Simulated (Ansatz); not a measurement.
# Pb2SeO (built on the sites of a database entry of PbSe): following an unstable mode, part 2 of 3

Which phase does Pb2SeO (built on the sites of a database entry of PbSe) fall into along its unstable mode, and how much energy does it gain?

Ansatz 0.2.0; DFT PBEsol, scalar-relativistic, plane waves, PAW.

So far. Step 4 (The mode frozen in, largest atomic shift 0.6 Å): The run ends at a pressure of 1.55 GPa, with forces up to 0.29 eV/Å.

The structure was built from a prototype and need not be the compound's stable phase.

**5. Energy along the mode, all amplitudes (two of the runs are shown above)**

An imaginary frequency means negative curvature, so the energy should fall and then rise again as anharmonic terms take over.

Numbers from this step:

| Quantity | Value |
| --- | --- |
| depth at the lowest point sampled | 45.54 meV/atom |
| largest atomic shift at that point | 0.6 Å |

Energy from the parent against largest atomic shift:

| largest atomic shift (Å) | energy from the parent (meV/atom) |
| --- | --- |
| 0.000 | 0 |
| 0.040 | -0.415 |
| 0.080 | -1.64 |
| 0.140 | -4.92 |
| 0.220 | -11.5 |
| 0.320 | -22.1 |
| 0.450 | -36.1 |
| 0.600 | -45.5 |

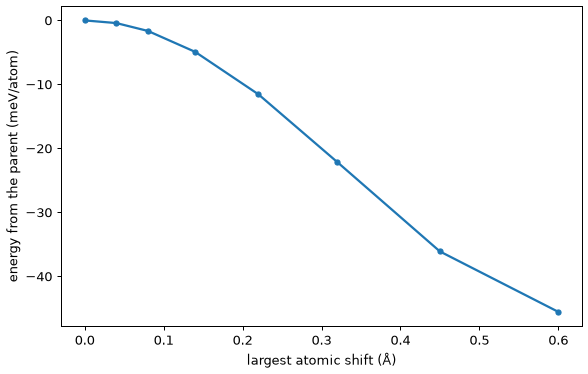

Energy from the parent against largest atomic shift.

Displacement at unit largest shift by atom:

| atom | x (Å) | y (Å) | z (Å) | size |
| --- | --- | --- | --- | --- |
| Pb1 | -0.08 | 0.00 | 0.00 | 0.08 |
| Pb2 | 0.02 | 0.00 | 0.00 | 0.02 |
| Se3 | -0.04 | 0.00 | 0.00 | 0.04 |
| O4 | 1.00 | 0.00 | 0.00 | 1.00 |

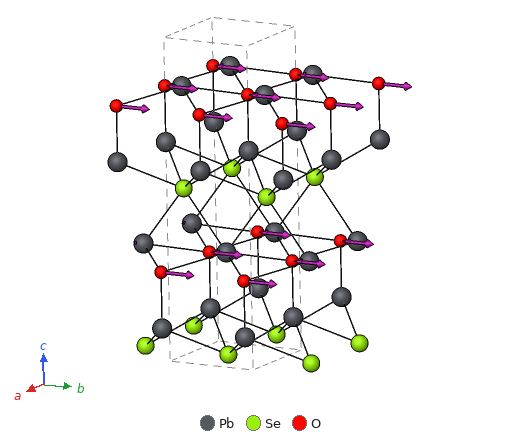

Displacement at unit largest shift as arrows, the longest 1 Å. 2×2×1 conventional cells are drawn. Some periodic images of atoms are drawn too.

The lowest of the steps tried is the last one, at 0.6 Å, 45.5 meV/atom below the parent; the bottom of the well need not coincide with a step.

**6. Relaxation from the frozen mode**

Starting from the lowest point found, all atoms and the cell are let go, so that strain and other modes of the same symmetry can join in.

input.yaml reads:

```yaml
crystal:
  lattice:
    - [1.8641447281, -6.5120773025, 0.0]
    - [1.8641447281, 6.5120773025, 0.0]
    - [0.0, 0.0, 3.8663254647]
  atoms:
    - { symbol: Pb, position: [0.5930752829, 0.3816430778, 0.75] }
    - { symbol: Pb, position: [0.3258906116, 0.6794792728, 0.25] }
    - { symbol: Se, position: [0.9149242004, 0.0721118346, 0.75] }
    - { symbol: O, position: [0.3106037558, 1.0112596655, 0.25] }
kpoints:
  mp_grid: { grid: [8, 8, 8] }
hamiltonian:
  xc: pbesol
scf:
  occupations: { method: fixed }
output:
  forces: true
  stress: true
  eigenvalues: true
relax:
  adjacent_minimum: "off"
  f_tol: 0.002
  max_steps: 120
  cell: { stress_tol: 0.03 }
```

The run is started by

```sh
$ ansatz run input.yaml --threads 8 --pin off --max-ram 14336MiB --backend cpu --events-out ev --progress --plain --runs-dir out
```

Numbers of over 12 decimals in the logs are rounded to 6 here.

What it wrote:

```text
[...]
Crystal: 4 atoms, lattice volume = 93.870 Å³
Basis set: ecut = 420 eV, 1819 PW (Γ), exchange–correlation on 96×96×54 points (8 copies of the dense FFT grid, shifted against one another)
Bands: 30, of which v1, the nominal top of the filled ones, is band 25 counted from 1 (24 counted from 0)
Symmetry: 2 space group operations
[...]
k-points: 170 of 512 (time reversal used)
[...]
SCF iter   1: F=—  HF=-29494.793518 eV  |F-HF|=—  |Δ(HF+E_count)|=         —  Δρ=1.06e-2  dr2=1.03e-1  ethr=1.77e-3  ⟨swp⟩=5.0  Hψ=20026  notcnv=0  defer=506
[...]
SCF iter   8: F=-29494.773356 eV  HF=-29494.773356 eV  |F-HF|=3.22e-9  |Δ(HF+E_count)|=   6.70e-8  Δρ=2.85e-6  dr2=8.87e-9  ethr=2.00e-10  ⟨swp⟩=4.1  Hψ=16777  notcnv=0
SCF 1 converged in 8 iterations: F = -29494.773356 eV  dr2 = 8.87e-9
[...]
relax step   1: F+E_penalty+E_count = -29494.77335610 eV  Δ(F+E_penalty+E_count) = +0.000e0 eV  max|allowed force component| = 2.770e-1 eV/Å  Δτ_max = 0.0000 Å  P = +1.551 GPa  Ω = 93.870 Å³  (8 SCF iters, dr2 threshold 1.00e-7 eV, accepted)
Crystal: 4 atoms, lattice volume = 98.964 Å³
Basis set: ecut = 420 eV, 1953 PW (Γ), exchange–correlation on 96×96×54 points (8 copies of the dense FFT grid, shifted against one another)
[...]
iter 1 solved again at ethr=2.81e-5 eV; its pass at ethr=3.10e-3 eV (dr2=1.41e-2 eV) is discarded
[...]
SCF iter   7: F=-29494.859385 eV  HF=-29494.859385 eV  |F-HF|=1.55e-7  |Δ(HF+E_count)|=   3.92e-7  Δρ=1.53e-5  dr2=2.55e-7  ethr=8.00e-10  ⟨swp⟩=12.2  Hψ=31629  notcnv=0
SCF 2 converged in 7 iterations: F = -29494.859385 eV  dr2 = 2.55e-7
relax step   2: F+E_penalty+E_count = -29494.85938481 eV  Δ(F+E_penalty+E_count) = -8.603e-2 eV  max|allowed force component| = 2.633e-1 eV/Å  Δτ_max = 0.0769 Å  P = -1.024 GPa  Ω = 98.964 Å³  energy of the carried Pulay correction = -4.717e-3 eV  (7 SCF iters, dr2 threshold 4.00e-7 eV, accepted)
Crystal: 4 atoms, lattice volume = 100.285 Å³
Basis set: ecut = 420 eV, 1959 PW (Γ), exchange–correlation on 96×96×54 points (8 copies of the dense FFT grid, shifted against one another)
[...]
SCF iter   8: F=-29494.916653 eV  HF=-29494.916653 eV  |F-HF|=3.71e-8  |Δ(HF+E_count)|=   1.63e-8  Δρ=6.53e-6  dr2=3.89e-8  ethr=8.00e-10  ⟨swp⟩=13.2  Hψ=34214  notcnv=0
SCF 3 converged in 8 iterations: F = -29494.916653 eV  dr2 = 3.89e-8
relax step   3: F+E_penalty+E_count = -29494.91665274 eV  Δ(F+E_penalty+E_count) = -5.727e-2 eV  max|allowed force component| = 1.130e-1 eV/Å  Δτ_max = 0.1510 Å  P = -0.468 GPa  Ω = 100.285 Å³  energy of the carried Pulay correction = -5.900e-3 eV  (8 SCF iters, dr2 threshold 4.00e-7 eV, accepted)
[... from here on, the SCF cycles and remarks between the steps are left out ...]
relax step   4: F+E_penalty+E_count = -29494.93068750 eV  Δ(F+E_penalty+E_count) = -1.403e-2 eV  max|allowed force component| = 1.852e-1 eV/Å  Δτ_max = 0.0494 Å  P = +0.142 GPa  Ω = 99.758 Å³  energy of the carried Pulay correction = -5.430e-3 eV  (7 SCF iters, dr2 threshold 4.00e-7 eV, accepted)
relax step   5: F+E_penalty+E_count = -29494.94008676 eV  Δ(F+E_penalty+E_count) = -9.399e-3 eV  max|allowed force component| = 3.164e-2 eV/Å  Δτ_max = 0.0447 Å  P = +0.094 GPa  Ω = 98.607 Å³  energy of the carried Pulay correction = -4.394e-3 eV  (7 SCF iters, dr2 threshold 4.00e-7 eV, accepted)
relax step   6: F+E_penalty+E_count = -29494.94218608 eV  Δ(F+E_penalty+E_count) = -2.099e-3 eV  max|allowed force component| = 2.310e-2 eV/Å  Δτ_max = 0.0246 Å  P = +0.014 GPa  Ω = 98.225 Å³  energy of the carried Pulay correction = -4.048e-3 eV  (6 SCF iters, dr2 threshold 1.29e-7 eV, accepted)
relax step   7: F+E_penalty+E_count = -29494.94255801 eV  Δ(F+E_penalty+E_count) = -3.719e-4 eV  max|allowed force component| = 1.271e-2 eV/Å  Δτ_max = 0.0283 Å  P = -0.009 GPa  Ω = 98.266 Å³  energy of the carried Pulay correction = -4.086e-3 eV  (7 SCF iters, dr2 threshold 3.34e-8 eV, accepted)
relax step   8: F+E_penalty+E_count = -29494.94202448 eV  Δ(F+E_penalty+E_count) = +5.335e-4 eV  max|allowed force component| = 8.269e-2 eV/Å  Δτ_max = 0.0165 Å  P = +0.164 GPa  Ω = 97.883 Å³  energy of the carried Pulay correction = -3.737e-3 eV  (7 SCF iters, dr2 threshold 1.01e-8 eV, rejected (line search))
relax step   9: F+E_penalty+E_count = -29494.94261745 eV  Δ(F+E_penalty+E_count) = -5.944e-5 eV  max|allowed force component| = 1.783e-3 eV/Å  Δτ_max = 0.0038 Å  P = -0.002 GPa  Ω = 98.236 Å³  energy of the carried Pulay correction = -4.058e-3 eV  (10 SCF iters, accepted)
relax step  10: F+E_penalty+E_count = -29494.95751291 eV  Δ(F+E_penalty+E_count) = -1.490e-2 eV  max|allowed force component| = 1.544e-3 eV/Å  Δτ_max = 0.0000 Å  P = +0.182 GPa  Ω = 98.236 Å³  stress off target by 4.51e-1 GPa  SCF on the basis re-selected at this cell (its energy is not comparable with the rows above)  (8 SCF iters)
relax step  11: F+E_penalty+E_count = -29494.95853162 eV  Δ(F+E_penalty+E_count) = -1.019e-3 eV  max|allowed force component| = 2.400e-2 eV/Å  Δτ_max = 0.0131 Å  P = -0.053 GPa  Ω = 98.831 Å³  energy of the carried Pulay correction = -5.474e-4 eV  (5 SCF iters, dr2 threshold 4.00e-7 eV, accepted)
relax step  12: F+E_penalty+E_count = -29494.95857281 eV  Δ(F+E_penalty+E_count) = -4.119e-5 eV  max|allowed force component| = 6.317e-3 eV/Å  Δτ_max = 0.0091 Å  P = +0.007 GPa  Ω = 98.982 Å³  energy of the carried Pulay correction = -6.926e-4 eV  (6 SCF iters, dr2 threshold 3.60e-8 eV, accepted)
relax step  13: F+E_penalty+E_count = -29494.95856312 eV  Δ(F+E_penalty+E_count) = +9.690e-6 eV  max|allowed force component| = 6.379e-3 eV/Å  Δτ_max = 0.0049 Å  P = -0.019 GPa  Ω = 99.007 Å³  energy of the carried Pulay correction = -7.165e-4 eV  (6 SCF iters, dr2 threshold 2.49e-9 eV, accepted)
relax step  14: F+E_penalty+E_count = -29494.95859895 eV  Δ(F+E_penalty+E_count) = -3.583e-5 eV  max|allowed force component| = 1.855e-3 eV/Å  Δτ_max = 0.0015 Å  P = -0.001 GPa  Ω = 98.984 Å³  energy of the carried Pulay correction = -6.948e-4 eV  (6 SCF iters, dr2 threshold 2.76e-9 eV, accepted)
[...]
SCF iter   6: F=-29494.959400 eV  HF=-29494.959400 eV  |F-HF|=2.55e-11  |Δ(HF+E_count)|=  4.73e-11  Δρ=1.26e-7  dr2=1.37e-11  ethr=1.00e-12  ⟨swp⟩=13.0  Hψ=33827  notcnv=0
SCF 15 converged in 6 iterations: F = -29494.959400 eV  dr2 = 1.37e-11
relax step  15: F+E_penalty+E_count = -29494.95939967 eV  Δ(F+E_penalty+E_count) = -8.007e-4 eV  max|allowed force component| = 1.937e-3 eV/Å  Δτ_max = 0.0000 Å  P = +0.002 GPa  Ω = 98.984 Å³  stress off target by 2.52e-2 GPa  SCF on the basis re-selected at this cell (its energy is not comparable with the rows above)  (6 SCF iters)
[...]
SCF converged after 6 iterations
Free energy (F): -29494.959400 eV
[...]
Internal energy: -29494.959400 eV  (E = F + TS)
E sigma→0 (E₀):  -29494.959400 eV
Fermi energy:    8.212901 eV
[...]
--- Forces (eV/Å), atoms counted from 1 ---
  atom   1  Pb    -0.00103482    -0.00030242    -0.00000000
  atom   2  Pb    -0.00024687    -0.00043677    -0.00000000
  atom   3  Se     0.00039815    -0.00119773    -0.00000000
  atom   4  O      0.00088365     0.00193673     0.00000000
  max |Σ_I F_I| component: 1.91e-7 eV/Å
--- Stress (GPa, compression-positive) ---
        0.018993       0.012765       0.000000
        0.012765      -0.000842      -0.000000
        0.000000      -0.000000      -0.012105
  P = ⅓ Tr σ = 0.0020 GPa (0.020 kbar)
--- Band table (eV; the first three rows and the last of 170) ---
  k-point 0: bands = [... 21 lower, 6.2199, 6.6924, 7.0647, 7.2468, 10.3932, 11.1824, 13.2198, 13.2871, ... 1 higher]
  k-point 1: bands = [... 21 lower, 6.2246, 6.7519, 6.8118, 7.7330, 10.4049, 11.3537, 12.5406, 13.3972, ... 1 higher]
  k-point 2: bands = [... 21 lower, 6.2479, 6.6625, 6.9972, 8.2129, 10.3653, 11.3274, 12.2031, 12.4466, ... 1 higher]
  k-point 169: bands = [... 21 lower, 6.4506, 6.6425, 6.7846, 7.4144, 9.2313, 10.8143, 11.8456, 13.2840, ... 1 higher]
--- Relaxed structure (13 steps of the walk, 12 accepted, 2 SCFs on fresh bases) ---
  F+E_penalty+E_count = -29494.95939967 eV   max|allowed force component| = 1.937e-3 eV/Å   (the final SCF, on the basis selected at the relaxed cell)
  cell:  # Å, volume = 98.9842 Å³
    - [1.559882, -6.161051, 0]
    - [2.457660, 6.418049, 0]
    - [0, 0, 3.935259]
  atoms:
    - { symbol: Pb, position: [0.553284, 0.343522, 0.750000] }
    - { symbol: Pb, position: [0.319216, 0.685557, 0.250000] }
    - { symbol: Se, position: [0.881484, 0.050885, 0.750000] }
    - { symbol: O, position: [0.390509, 1.064529, 0.250000] }
```

Elapsed: 73 s, on 8 threads of Intel Xeon Platinum 8488C (Sapphire Rapids), shared host; peak memory 0.89 GiB; 9.3 min of CPU time.

The steps of the relaxation:

| step | energy less that of the first step (eV) | largest force component (eV/Å) | pressure (GPa) | volume (Å³) |
| --- | --- | --- | --- | --- |
| 1 | 0.0000 | 0.2770 | 1.55 | 93.87 |
| 2 | -0.0860 | 0.2633 | -1.02 | 98.96 |
| 3 | -0.1433 | 0.1130 | -0.47 | 100.28 |
| 4 | -0.1573 | 0.1852 | 0.14 | 99.76 |
| 5 | -0.1667 | 0.0316 | 0.09 | 98.61 |
| 6 | -0.1688 | 0.0231 | 0.01 | 98.22 |
| 7 | -0.1692 | 0.0127 | -0.01 | 98.27 |
| 8 | -0.1687 | 0.0827 | 0.16 | 97.88 |
| 9 | -0.1693 | 0.0018 | 0.00 | 98.24 |
| 10* | -0.1842 | 0.0015 | 0.18 | 98.24 |
| 11 | -0.1852 | 0.0240 | -0.05 | 98.83 |
| 12 | -0.1852 | 0.0063 | 0.01 | 98.98 |
| 13 | -0.1852 | 0.0064 | -0.02 | 99.01 |
| 14 | -0.1852 | 0.0019 | 0.00 | 98.98 |
| 15* | -0.1860 | 0.0019 | 0.00 | 98.98 |

Relaxation steps marked * repeat the geometry before them on a plane-wave basis chosen anew for their cell, so energy and pressure can jump there. Relaxation step 8 was tried and not accepted.

Forces are held to the 2 operations that the run works with; a distortion that breaks them can't arise in this run.

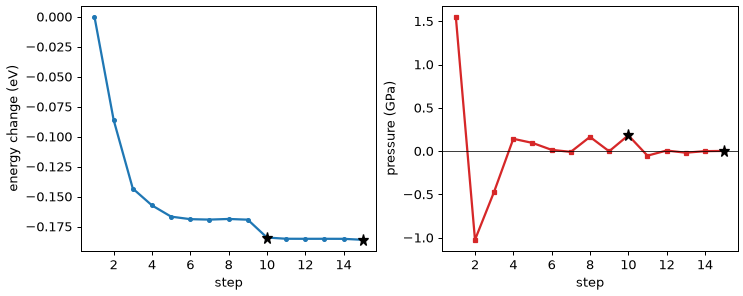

Energy and pressure along the relaxation. Stars mark steps on a basis chosen anew.

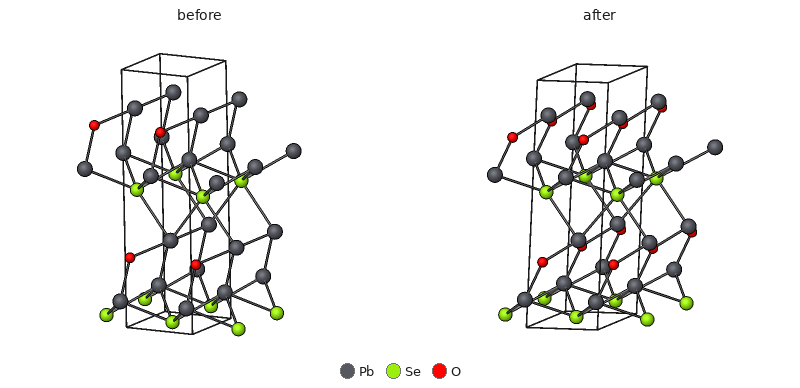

The structure before and after the relaxation, drawn at the same scale.

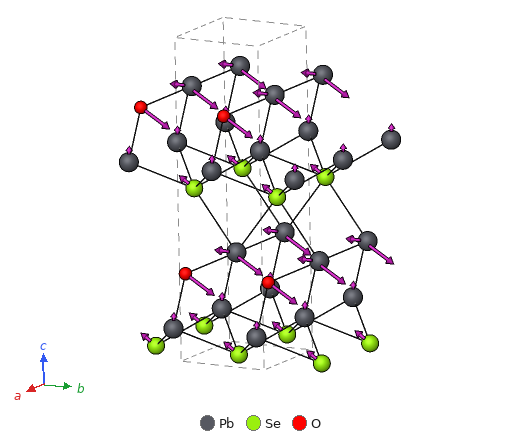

Displacements in the relaxation, exaggerated, measured against the changing cell; the longest in the cell stands for 0.30 Å. 2×2×1 conventional cells are drawn. Some periodic images of atoms are drawn too.

| cell as run | before | after | change |
| --- | --- | --- | --- |
| a (Å) | 6.774 | 6.355 | -6.2 % |
| b (Å) | 6.774 | 6.873 | +1.5 % |
| c (Å) | 3.866 | 3.935 | +1.8 % |
| γ (°) | 148.05 | 144.84 | -2.2 % |
| volume (Å³/atom) | 23.47 | 24.75 | +5.4 % |

The atoms that moved most (Å, as changes of fractional coordinates times the final cell):

| atom | dx | dy | dz | length |
| --- | --- | --- | --- | --- |
| O4 | 0.256 | -0.150 | 0.000 | 0.297 |
| Pb1 | -0.156 | 0.000 | 0.000 | 0.156 |
| Se3 | -0.104 | 0.070 | 0.000 | 0.126 |
| Pb2 | 0.005 | 0.080 | 0.000 | 0.080 |

The relaxed structure:

```xyz
4
Lattice="1.5599 -6.1611 0.0000 2.4577 6.4180 0.0000 0.0000 0.0000 3.9353" Properties=species:S:1:pos:R:3 pbc="T T T"
Pb    1.7073   -1.2041    2.9514
Pb    2.1828    2.4332    0.9838
Se    1.5001   -5.1043    2.9514
O     3.2254    4.4263    0.9838
```

This step gave:

```
pressure          : 0.002016 GPa
gap on the k-mesh : 0.6391 eV
volume per atom   : 24.75 Å³
```

The distorted start has space group Pm; the relaxation ends in Pm.

**7. The new phase in its own primitive cell**

The relaxed structure is symmetrised, reduced to its primitive cell and relaxed tightly, as its phonons need.

input.yaml reads:

```yaml
crystal:
  lattice:
    - [4.0257530433, 0.0, 0.0]
    - [0.0, 3.9352586152, 0.0]
    - [-1.163388175, 0.0, 6.2480642162]
  atoms:
    - { symbol: Pb, position: [0.3435223799, 0.0, 0.7902382851] }
    - { symbol: Pb, position: [0.6855571623, 0.5, 0.3663407701] }
    - { symbol: Se, position: [0.0508848567, 0.0, 0.169400444] }
    - { symbol: O, position: [0.0645294518, 0.5, 0.6740205008] }
kpoints:
  mp_grid: { grid: [6, 6, 4] }
hamiltonian:
  xc: pbesol
scf:
  occupations: { method: fixed }
output:
  forces: true
  stress: true
  eigenvalues: true
relax:
  adjacent_minimum: "off"
  f_tol: 0.001
  max_steps: 60
  cell: { stress_tol: 0.01 }
```

What it wrote:

```text
[...]
Crystal: 4 atoms, lattice volume = 98.984 Å³
Basis set: ecut = 420 eV, 1941 PW (Γ), exchange–correlation on 54×54×90 points (8 copies of the dense FFT grid, shifted against one another)
Bands: 30, of which v1, the nominal top of the filled ones, is band 25 counted from 1 (24 counted from 0)
Symmetry: 2 space group operations
[...]
k-points: 56 of 144 (time reversal used)
[...]
--- Relaxed structure (5 steps of the walk, 5 accepted, 2 SCFs on fresh bases) ---
[...]
cell:  # Å, volume = 99.0069 Å³
    - [4.027860, 0.0, 0.00249272]
    - [0.0, 3.936421, 0.0]
    - [-1.160128, 0.0, 6.243665]
  atoms:
    - { symbol: Pb, position: [0.343350, 0.0, 0.790185] }
    - { symbol: Pb, position: [0.685617, 0.500000, 0.366548] }
    - { symbol: Se, position: [0.050560, 0.0, 0.169302] }
    - { symbol: O, position: [0.064966, 0.500000, 0.673964] }
[key lines of the parts left out:]
SCF converged after 6 iterations
Free energy (F): -29494.957873 eV
Fermi energy:    8.258289 eV
P = ⅓ Tr σ = -0.0005 GPa (-0.005 kbar)
```

It took 10 s on 8 threads; peak memory 0.6 GiB; 75 s of CPU time.

Little changed from the start: no atom moved by 0.005 Å and no cell edge by 0.1 %.

Numbers from this step:

```yaml
pressure: -5.12e-4 GPa
gap_on_the_k_mesh: 0.5146 eV
direct_gap_on_mesh: 1.226 eV
```

The largest force component left is 0.92 meV/Å and the pressure is -0.001 GPa, within the tolerances set. The cell now holds 24.75 Å³/atom.

(Continued in part 3 of 3.)

[Logs are printed without paths, hosts, clocks, repeated set-up lines and the standing remarks that a program may print on its own settings, such as how far it seeks lower states.]

[Hosts, paths, dates, database ids (printed as entryN), source tags and the programs' standing remarks are cut or masked in the printed files.]
